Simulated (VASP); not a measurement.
Band structure of BW (space group Fm-3m). Calculation: PBE GGA, VASP's PBE PAW potentials (set 64) (plane waves; VASP).

Unless said otherwise, spin-orbit coupling is left out, though it shifts the bands of the heavy elements here.

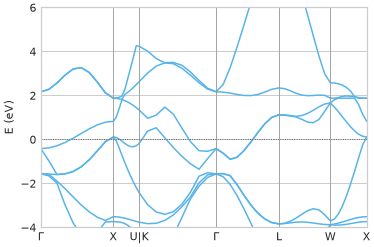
Figure: Bands along high-symmetry lines, zero at the valence-band maximum or, without a gap, the Fermi level

Problem. Read the plot: is there a gap, and where are the band edges?

Solution. It has no gap at this level: it comes out as a metal or semimetal.

The structure was generated: BW was put into an ordered model structure, which need not be its known phase. The cell was not relaxed at this level. The k-mesh is coarse (spacing up to 0.38 per Å, 2π included), so the numbers may not be converged in it. The electron count is odd and the run is not spin-polarised, which forces a metal.
